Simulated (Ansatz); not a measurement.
**CoPdO2: pressure series**

Base system: CoPdO2 (space group R-3m, No. 166; non-magnetic).

CoPdO2 is taken in the trigonal space group R-3m, hexagonal axes (No. 166), Pearson symbol hR4. Conventional cell: a = 2.8149 Å, b = 2.8149 Å, c = 17.6323 Å, α = 90.00°, β = 90.00°, γ = 120.00°. Pd on 3a sees 2 O at 1.985 Å (linear). Co on 3b has 6 O at 1.884 Å (octahedral). O on 6c sees 3 Co at 1.884 Å and 1 Pd at 1.985 Å (tetrahedral). (Neighbours: up to the widest gap in distance over summed covalent radii, below 1.35, at either atom; cation-cation and far metal-metal contacts left out.)
(The calculation used a cell of 4 atoms; values per cell refer to that cell.)

Cell and atoms are relaxed at each pressure.

All numbers come from plane-wave PAW DFT at the PBEsol level (Ansatz, a quantum-chemistry and plane-wave program, 420 eV), no spin-orbit coupling.

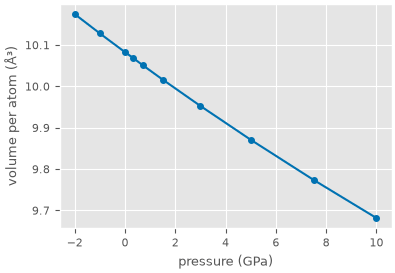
Figure. Volume per atom against pressure

```tsv
pressure (GPa)	volume per atom
-2	10.17 Å³
-1	10.13 Å³
0.3	10.07 Å³
0.7	10.05 Å³
1.5	10.02 Å³
3	9.95 Å³
5	9.87 Å³
7.5	9.77 Å³
10	9.68 Å³
```

Load acts through the strain it causes; cell and atoms are relaxed under it. No phonon test of stability was made. Competing high-pressure phases were not computed. Starting moments died away, wholly or in part, for the base; another magnetic solution may exist. No Hubbard U is applied and the magnetic state is the run's own (CoPdO2 not spin-polarised; CoPdO2 non-magnetic); small cells can't hold the antiferromagnetic order that many such compounds have, so gaps and moments can be off. All final runs are without spin polarisation. An odd electron count without spin: CoPdO2.
